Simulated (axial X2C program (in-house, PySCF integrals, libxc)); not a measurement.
# SeAl: properties at the nuclei

Wanted for SeAl: properties at the nuclei, at the two-component level.

Computed with an in-house X2C program for linear molecules on PySCF integrals. Level: two-component X2C with atomic mean-field terms, Se dyall-cv3z, Al dyall-v3z.

All values are calculated.

**1. Set-up**

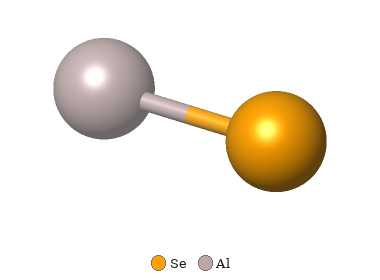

The two atoms at 2.200 Å (selenium orange, aluminium light grey).

Input file task.json:

```json
{
 "zs": [
  34,
  13
 ],
 "q": 0,
 "bas": [
  "dyall-cv3z",
  "dyall-v3z"
 ],
 "r0": 2.2,
 "levels": [
  "PBE0",
  "HF",
  "BP86",
  "TPSSh",
  "BHandHLYP"
 ],
 "nst": 3
}
```

Keys: zs atomic numbers; q charge; bas basis sets; r0 starting distance in Å; levels methods (HF also brings MP2); nst determinants followed.

The run is started by

```sh
$ python soeom.py task.json out
```

Further steps of the session: Expectation values, lowest determinant; Expectation values, a higher determinant.

Before running it: what results should come out? Wanted: lowest determinant; Eeff magnitude; Ws magnitude Se; A∥/gI Se; qzz Se; higher determinant (for each run or level that gives them).

**Answer**, as computed:

| quantity | value |
| --- | --- |
| lowest determinant | Ω = 1/2 (excess of +ω over −ω: ω = 1/2) |
| Eeff magnitude (GV/cm), PBE0 | 0.281 |
| Ws magnitude Se (kHz), PBE0 | 0.105 |
| A∥/gI Se (MHz), PBE0 | 99.9 |
| qzz Se (a.u.), PBE0 | 3.24 |
| higher determinant | Ω = 3/2 (excess of +ω over −ω: ω = 3/2) |
| Eeff magnitude (GV/cm), PBE0, higher determinant | 0.149 |
| Ws magnitude Se (kHz), PBE0, higher determinant | 0.033 |
| A∥/gI Se (MHz), PBE0, higher determinant | 389 |
| qzz Se (a.u.), PBE0, higher determinant | -3.75 |

In the first state, the effective field runs from 0.217 to 0.412 GV/cm over the mean-field levels. The expectation values come from single determinants, which for open shells can mix terms of unlike spin or miss the lowest Ω, so a determinant need not be a state. Eeff is the effective electric field on the electron dipole moment in this Ω state and Ws the scalar–pseudoscalar constant (defined with the proton number Z and per Ω); A∥ is the parallel hyperfine constant, which follows by multiplying with the nuclear g factor gI = μI/(I μN); qzz is the electric field gradient, eQq0 = 234.96 MHz × Q/barn × qzz; μ is positive if Al is the positive end. The operators were transformed with the bare-nucleus X2C matrices.
